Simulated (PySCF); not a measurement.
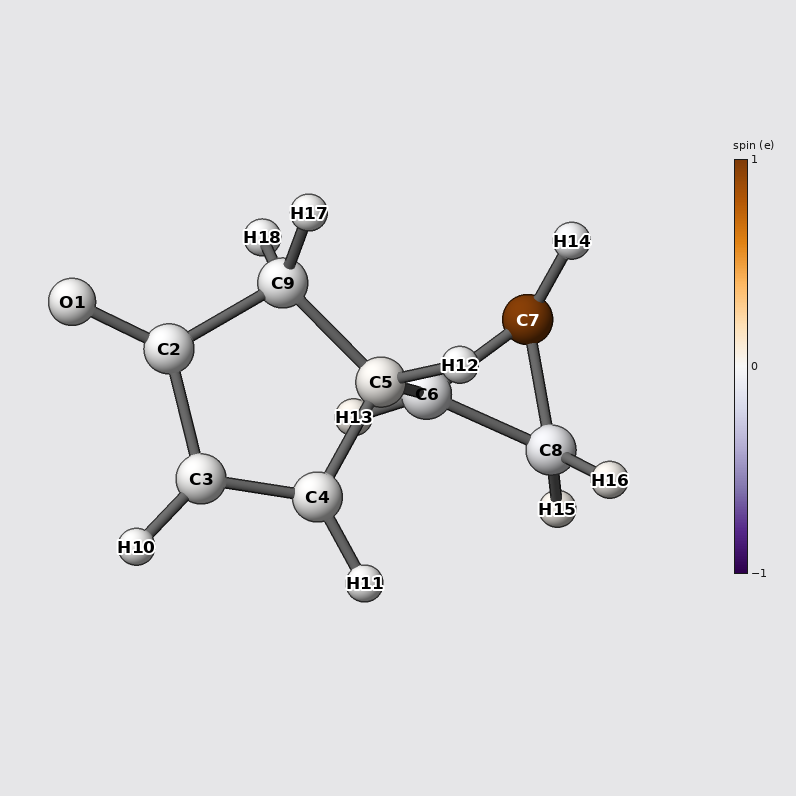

Atoms are coloured by their Mulliken spin populations. The species is neutral and a spin doublet. The geometry was computed by an optimisation with GFN2-xTB. No frequency run is at hand to confirm it as a minimum. Level of theory: UKS B3LYP, pcH-1 on C H O, non-relativistic (PySCF 2.14.0).

Which atom carries the largest spin population?

C7 (0.97 e).

Which atom has the lowest spin population?

C6, C8 (−0.04 e); a negative value comes from spin polarisation.

Give the Mulliken spin populations atom by atom.

```json
{"atom": "O1", "value (e)": "0.00"}
{"atom": "C2", "value (e)": "0.00"}
{"atom": "C3", "value (e)": "0.00"}
{"atom": "C4", "value (e)": "0.00"}
{"atom": "C5", "value (e)": "0.02"}
{"atom": "C6", "value (e)": "−0.04"}
{"atom": "C7", "value (e)": "0.97"}
{"atom": "C8", "value (e)": "−0.04"}
{"atom": "C9", "value (e)": "0.00"}
{"atom": "H10", "value (e)": "0.00"}
{"atom": "H11", "value (e)": "0.00"}
{"atom": "H12", "value (e)": "0.00"}
{"atom": "H13", "value (e)": "0.03"}
{"atom": "H14", "value (e)": "−0.02"}
{"atom": "H15", "value (e)": "0.04"}
{"atom": "H16", "value (e)": "0.02"}
{"atom": "H17", "value (e)": "0.00"}
{"atom": "H18", "value (e)": "0.00"}
```

Mulliken values depend strongly on the basis set.
